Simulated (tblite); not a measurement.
Molecular dynamics, with input and output: C5H6N2S (part 2 of 2)

The same run, continued: C5H6N2S (2-(methylthio)pyrazine); GFN2-xTB Langevin dynamics, gas phase (tblite 0.8.0). 

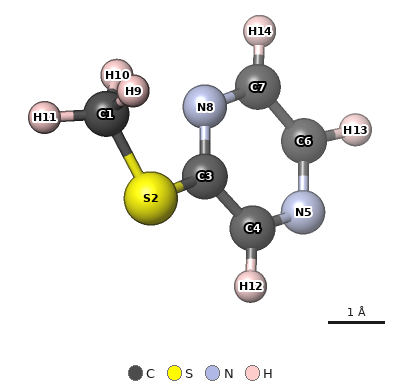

The geometry at step 6650 of the log (ball-and-stick view, seen at a tilt; atoms are numbered from 1 in the order of the input).

Trajectory as extended XYZ, continued
```
14
Properties=species:S:1:pos:R:3:forces:R:3 step=4900 time_fs=7350.0 energy=-620.68919 temperature=489.0
C    -1.3699   -0.4651    1.5463   -1.3030  -1.6390   2.1420
S    -2.4436   -2.0616    1.4419   -0.3930   1.6570   0.1360
C    -4.0295   -1.2549    1.2564    1.3000   1.8560   0.7430
C    -5.2472   -1.8997    1.2716    1.2160  -0.5810  -0.4580
N    -6.3781   -1.2726    1.1444   -1.0260  -1.1700   0.0650
C    -6.3818    0.0220    1.1311    2.5740   1.1990   0.5320
C    -5.1516    0.7357    1.2766   -0.3750  -0.7720  -0.5400
N    -3.9783    0.1093    1.2910   -1.3970  -0.7870  -0.0720
H    -0.7204   -0.7078    0.8041    2.0700  -0.1180  -1.9880
H    -2.0210    0.3529    1.3167   -0.1110   0.2420   0.2040
H    -0.8554   -0.4539    2.5332   -0.6890   0.1160  -0.7210
H    -5.1776   -2.9576    1.2914   -0.5680  -0.8700   0.0700
H    -7.3092    0.4853    1.1114   -1.3440   0.8750  -0.1820
H    -5.1236    1.8154    1.3078    0.0470  -0.0090   0.0690
14
Properties=species:S:1:pos:R:3:forces:R:3 step=5250 time_fs=7875.0 energy=-620.52978 temperature=351.5
C    -2.4098   -0.0030    2.3553    1.3720   0.9880   1.1080
S    -2.9161   -1.5741    1.6443   -1.5450   0.1810  -0.2040
C    -4.6467   -1.2189    1.1934    1.0030   0.8280   0.7270
C    -5.2897   -2.0322    0.2697    2.5970  -3.0010   0.6800
N    -6.4022   -1.7966   -0.2890   -2.0350   1.2360  -0.1590
C    -6.9945   -0.6679    0.1412   -1.0370   0.2670  -1.4050
C    -6.4482    0.1231    1.1085    1.0520   0.3240   0.4160
N    -5.2492   -0.1139    1.6330    0.9960  -1.1070  -0.2950
H    -1.4158    0.2518    1.7895   -1.7800  -0.1820   1.2250
H    -3.2135    0.7748    2.1789    1.0150  -0.9970   0.2260
H    -2.1911   -0.1204    3.5302   -0.4750   0.2710  -2.5790
H    -4.8306   -3.0356    0.0814   -0.1960   0.8720  -0.1930
H    -7.8817   -0.3491   -0.4251    0.2670  -0.2740   0.4630
H    -6.7411    1.0670    1.4878   -1.2340   0.5940  -0.0100
14
Properties=species:S:1:pos:R:3:forces:R:3 step=5600 time_fs=8400.0 energy=-620.77593 temperature=300.1
C    -2.3622   -1.2355    2.5150    1.6210   0.3760  -0.3820
S    -2.8018   -2.5566    1.3070    0.0220   1.3510   0.4930
C    -4.1154   -1.6656    0.5843   -0.7870  -0.0100   0.2950
C    -4.7110   -2.1788   -0.5659   -1.1170   0.2160  -0.8370
N    -5.8267   -1.6391   -1.0314    0.6460   0.1180  -0.9490
C    -6.2457   -0.4576   -0.5666   -0.6520  -0.7890  -0.5690
C    -5.7111    0.0152    0.5686    2.1940   0.4210   3.2790
N    -4.6961   -0.6443    1.2146   -0.2080   0.2410  -1.0980
H    -1.6886   -1.7631    3.2070   -0.3120   0.4980  -0.0710
H    -1.8075   -0.3633    2.0294   -0.5260  -1.3850   0.2780
H    -3.2115   -0.7819    2.9908   -0.4410  -0.4210   0.1390
H    -4.3351   -3.0108   -1.1591   -0.0540   0.0140   0.4790
H    -7.0638    0.0430   -1.0646   -0.0420  -0.2450  -0.1130
H    -5.9562    0.8869    1.2068   -0.3440  -0.3850  -0.9440
14
Properties=species:S:1:pos:R:3:forces:R:3 step=5950 time_fs=8925.0 energy=-620.96002 temperature=385.3
C    -2.7197   -1.2992    1.8592   -0.0380  -1.3010   0.1460
S    -2.8642   -1.8555    0.0899   -0.1780  -0.0600   0.5210
C    -4.5459   -2.3857   -0.0419   -0.2520  -0.1830  -0.0730
C    -5.0325   -3.0516   -1.2111   -1.6560   0.1740   2.1410
N    -6.2978   -3.4997   -1.2349    1.4370   0.6010  -0.2670
C    -7.0785   -3.2233   -0.1899    1.3360   0.2350  -0.6240
C    -6.6181   -2.5307    0.8861    0.2540   1.3590   1.7220
N    -5.3367   -2.1251    0.9932   -0.8190  -0.4050  -0.3350
H    -2.5295   -2.1819    2.5432   -0.2310   0.8270  -0.9540
H    -1.8505   -0.6498    1.8875   -0.2810   0.1270  -0.0100
H    -3.6700   -0.8485    2.1355    0.2710   0.1560  -0.0890
H    -4.4042   -3.1892   -2.0326    0.5820  -0.3180  -1.0540
H    -8.0846   -3.4563   -0.2541   -1.6040  -0.7510  -0.2610
H    -7.3388   -2.2063    1.7036    1.1770  -0.4600  -0.8640
14
Properties=species:S:1:pos:R:3:forces:R:3 step=6300 time_fs=9450.0 energy=-620.63099 temperature=253.5
C    -2.5329   -1.4432    1.1108   -0.4830  -0.4190   0.6020
S    -3.5199   -1.0733   -0.3967   -1.1400  -1.9340   0.9030
C    -4.8297   -2.3428    0.0153    0.2490   0.9800   0.3610
C    -5.9101   -2.7279   -0.7712   -1.0410   0.1300  -0.2540
N    -7.0115   -3.3622   -0.3026    2.2760   0.6050  -0.5400
C    -6.8886   -3.7953    0.9295    0.0360  -0.0870   0.7520
C    -5.7568   -3.5384    1.7081    0.9320  -0.5550   0.4130
N    -4.7594   -2.7730    1.2691   -0.7050  -0.4660   0.0010
H    -2.4922   -2.5591    1.2843   -0.5150   1.2640  -0.0580
H    -1.5295   -1.2030    0.8078    0.3330   0.7120   0.3510
H    -2.9680   -0.8729    2.0170    0.9500  -0.9760  -1.5390
H    -5.9448   -2.4932   -1.8108   -0.0110   0.2560  -0.5220
H    -7.7133   -4.3769    1.2865   -0.2950  -0.1140   0.3620
H    -5.5272   -4.0397    2.6832   -0.5840   0.6030  -0.8300
14
Properties=species:S:1:pos:R:3:forces:R:3 step=6650 time_fs=9975.0 energy=-620.79605 temperature=607.6
C    -1.8132   -1.8568    1.0809    2.6190   0.6380   0.8200
S    -2.8716   -1.4634   -0.2657   -0.4920  -0.3710  -1.1770
C    -4.3907   -2.1507    0.2974    1.0020   0.3680   0.4900
C    -5.5400   -2.0031   -0.4608    0.1630   0.7310  -1.9070
N    -6.7243   -2.2643   -0.0038    0.1040  -0.5900   0.9990
C    -6.7391   -2.7201    1.2576   -2.2650   0.4660   0.8830
C    -5.6112   -2.8693    2.0631    0.2700   0.2050  -2.2750
N    -4.3938   -2.6158    1.5325   -1.3190  -0.1070   0.6260
H    -1.6454   -0.9027    1.6024    0.1370  -0.1470  -0.0170
H    -2.2934   -2.4933    1.7910   -0.2930  -0.6540   0.0780
H    -0.7589   -2.2347    0.7950   -1.8400   0.3540   0.0600
H    -5.4801   -1.5976   -1.4909    0.0360  -0.2960   0.6580
H    -7.8308   -2.7836    1.6351    1.9130  -0.2600  -0.2380
H    -5.6387   -3.2187    3.0509   -0.0350  -0.3370   1.0020
14
Properties=species:S:1:pos:R:3:forces:R:3 step=7000 time_fs=10500.0 energy=-620.67774 temperature=274.0
C    -1.8011   -1.3429    2.6440    1.8850   1.4430   2.0320
S    -2.3958   -1.0740    1.0623   -1.2280   1.0660  -2.2770
C    -4.1431   -0.7870    1.2966    0.7380  -0.9190  -0.1460
C    -4.8626    0.0280    0.4315   -0.7190   0.4140  -0.1410
N    -6.1786   -0.0356    0.3920   -0.3380  -1.4340   0.3530
C    -6.7622   -1.0396    1.1069   -0.3770   2.4600  -1.4620
C    -6.0416   -1.7176    2.0283   -0.8410  -1.0540   1.1710
N    -4.7525   -1.6052    2.1505    1.3120   0.4050  -0.1520
H    -1.0653   -0.5096    2.9149   -0.9150  -0.7720  -0.2420
H    -2.5692   -1.3710    3.3814   -0.5960  -0.1270   0.3770
H    -1.2288   -2.2286    2.6382    0.5200  -1.1840   0.1960
H    -4.4654    0.7779   -0.2317    0.4770   0.0140   0.1320
H    -7.8283   -1.0973    0.9535   -0.0100  -0.2480   0.1150
H    -6.5327   -2.4040    2.7110    0.0920  -0.0670   0.0430
14
Properties=species:S:1:pos:R:3:forces:R:3 step=7350 time_fs=11025.0 energy=-620.84909 temperature=272.4
C    -2.3205   -0.7397    3.1046   -1.8410   0.2590   1.2440
S    -2.8506    0.1914    1.6611   -0.8260  -0.0140  -0.5330
C    -4.5926   -0.1068    1.6435   -0.8110  -0.2460  -0.0210
C    -5.4236    0.3891    0.5621   -0.4210  -1.0870   0.4820
N    -6.7286    0.1365    0.4936    0.8280  -0.7730   2.1910
C    -7.2452   -0.5983    1.5678   -0.9280   1.5780  -1.7340
C    -6.4481   -1.0792    2.5466    1.3630  -1.1880   1.5640
N    -5.1080   -0.8640    2.6224   -0.7340   0.6640  -1.3200
H    -2.1396    0.0138    3.8679    0.2910  -0.1250   0.1430
H    -3.1522   -1.3936    3.4960    0.7650   0.5750  -0.7360
H    -1.4574   -1.2838    2.8621    0.9870  -0.6430  -0.2510
H    -4.9517    0.8591   -0.2969   -0.2000   0.0820   0.2770
H    -8.3644   -0.6908    1.6610    1.3600   0.0150  -0.5490
H    -6.8043   -1.7884    3.3424    0.1680   0.9030  -0.7570
14
Properties=species:S:1:pos:R:3:forces:R:3 step=7700 time_fs=11550.0 energy=-620.65554 temperature=268.3
C    -3.5417   -1.1752    3.8376   -0.6950  -0.4900  -1.3930
S    -3.7404   -1.0929    1.9983    0.4700  -0.2050  -0.1570
C    -5.3072   -0.3696    1.8589   -1.1960  -0.5420   0.3560
C    -5.8589    0.1448    0.6510   -1.3830   0.8490   0.8010
N    -7.1578    0.4751    0.6541    0.1910  -0.6040   0.0940
C    -7.9522    0.3375    1.7629   -0.4620   0.8420  -2.9270
C    -7.3271    0.0340    2.9023    1.2800  -0.3100   3.1070
N    -6.0648   -0.4286    2.9651   -0.1180   1.0520  -1.0600
H    -4.5406   -1.3055    4.2184   -0.0970  -0.4830   0.2730
H    -2.8160   -1.9456    4.0368   -0.0530  -0.0300   0.1900
H    -3.2369   -0.1973    4.0428    0.8210   1.2080   0.7850
H    -5.2715    0.4565   -0.2313   -0.4410  -0.4500   0.6770
H    -9.0673    0.5641    1.6811    1.7860  -0.2180  -0.1040
H    -7.7263    0.2706    3.9112   -0.1010  -0.6190  -0.6420
14
Properties=species:S:1:pos:R:3:forces:R:3 step=8050 time_fs=12075.0 energy=-620.29946 temperature=328.0
C    -3.9292   -2.1135    3.6961   -0.3820  -0.9530   0.8400
S    -4.2973   -1.5145    2.0602   -1.3030   0.9130  -0.8610
C    -5.7007   -0.4137    2.2108    1.3550  -0.6250   0.3430
C    -5.9734    0.5053    1.2023   -0.8130   1.2180  -0.6060
N    -6.8182    1.5151    1.3865    0.8100  -0.0250  -0.7790
C    -7.3786    1.7428    2.5965    0.3080  -0.0660  -2.4640
C    -7.1421    0.7345    3.4649   -1.3240  -2.2180   3.2890
N    -6.3597   -0.4037    3.3440   -1.2620   2.8760  -0.0890
H    -3.7589   -3.1431    3.4548    0.2230  -0.9500   0.2070
H    -2.9717   -1.7030    3.9304    0.3810   0.5020   0.6230
H    -4.6515   -2.1274    4.5469    0.3260   0.7320  -1.1020
H    -5.5310    0.4231    0.2049   -0.2000  -0.0110   0.4110
H    -8.0710    2.6335    2.5672    0.9970  -1.2490   0.7050
H    -7.7857    0.7258    4.3892    0.8840  -0.1430  -0.5160
14
Properties=species:S:1:pos:R:3:forces:R:3 step=8400 time_fs=12600.0 energy=-620.72950 temperature=432.3
C    -5.1891   -2.6836    3.1840    0.1340  -2.2110   0.4950
S    -4.5014   -1.1379    2.5684    0.3820   0.3590  -0.1020
C    -5.6815    0.1144    2.9724   -0.2370  -1.8320   0.8560
C    -5.5580    1.4483    2.6667   -0.9280   1.7680  -0.2410
N    -6.5903    2.2865    2.9098   -0.4130  -1.9420   0.1450
C    -7.7137    1.7146    3.3843    0.3460   1.3260   0.0150
C    -7.7672    0.3904    3.8052   -0.0480   0.2220   1.0720
N    -6.7233   -0.3769    3.6938    1.3770   0.2020  -1.4060
H    -4.5205   -3.1853    3.9607   -0.4610   1.0060  -0.9000
H    -6.1659   -2.5623    3.6889    0.4860   0.2140  -0.6940
H    -5.2235   -3.4522    2.3322   -0.2200   1.3160   0.9980
H    -4.7368    1.9876    2.1948    0.1010  -0.7030   0.2350
H    -8.5272    2.4226    3.5272    0.0070  -0.3030  -0.0680
H    -8.4922   -0.0943    4.4562   -0.5240   0.5760  -0.4050
```

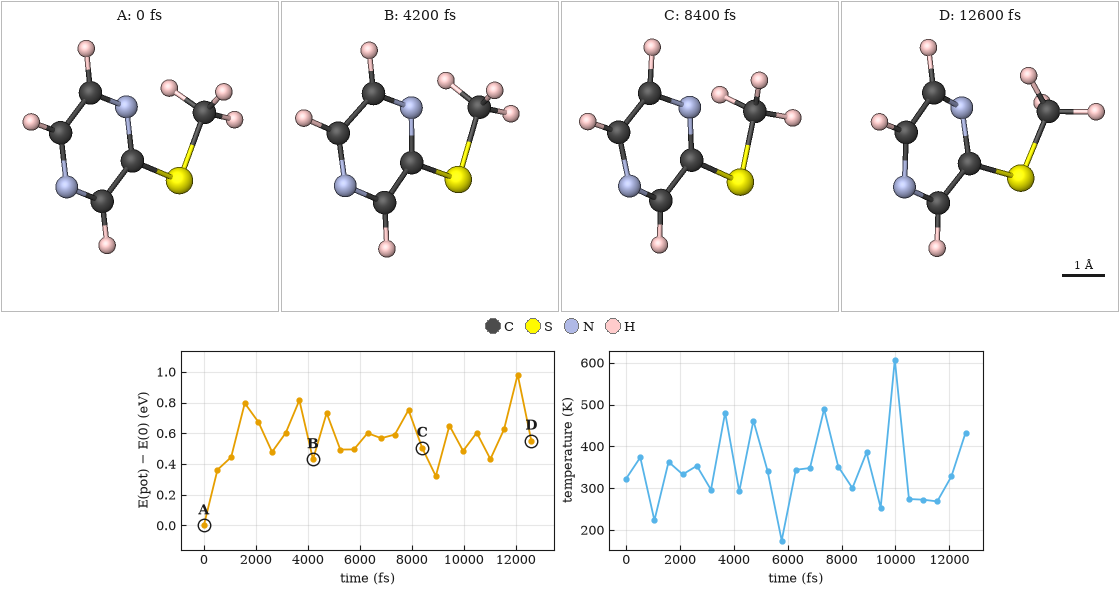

Frames of the molecular dynamics (ball-and-stick, seen at a tilt) above the curves, on which the letters mark them. The trajectory kept here has 25 frames over 12600 fs. The temperature starts at 323 K, ranges from 175 to 608 K and averages 358 K over the second half. The potential energy ends 0.552 eV above its first value. After an unweighted best fit of the last frame on the first, the root-mean-square displacement is 0.50 Å, and H10 has moved furthest (1.04 Å).

This output came from the following input.

The input
```
{"job": {"dt": 1.5, "steps": 8000, "equilibration": 400, "friction": 0.005, "h_mass": 4.0, "temperature": 350, "xc": "GFN2-xTB", "basis": "xTB", "kind": "md"}, "charge": 0, "multiplicity": 1}
C      2.520183     0.799206     0.288650
S      1.930435    -0.756131    -0.433314
C      0.205520    -0.537669    -0.261757
C     -0.685033    -1.527642    -0.701059
N     -1.983337    -1.374060    -0.577048
C     -2.423400    -0.247853    -0.020455
C     -1.543673     0.729324     0.412664
N     -0.231381     0.584969     0.292562
H      2.121250     1.628276    -0.286388
H      2.184277     0.859373     1.318570
H      3.603361     0.775173     0.234571
H     -0.330307    -2.442686    -1.153079
H     -3.494491    -0.144644     0.070650
H     -1.876117     1.652474     0.867407
```

The first line tells a small driver script what to run in tblite; the rest is the geometry in Å.

Launch command:
```bash
OMP_NUM_THREADS=1 python <driver script> task.json out
```

Key numbers

```json
{"quantity": "outcome", "value": "finished"}
{"quantity": "mean temperature over the second half", "value": "358 K"}
{"quantity": "trajectory", "value": "25 frames kept, 12600 fs"}
{"quantity": "hardware", "value": "1 CPU thread, shared host"}
{"quantity": "wall time", "value": "52 s"}
{"quantity": "peak memory", "value": "0.5 GiB"}
```
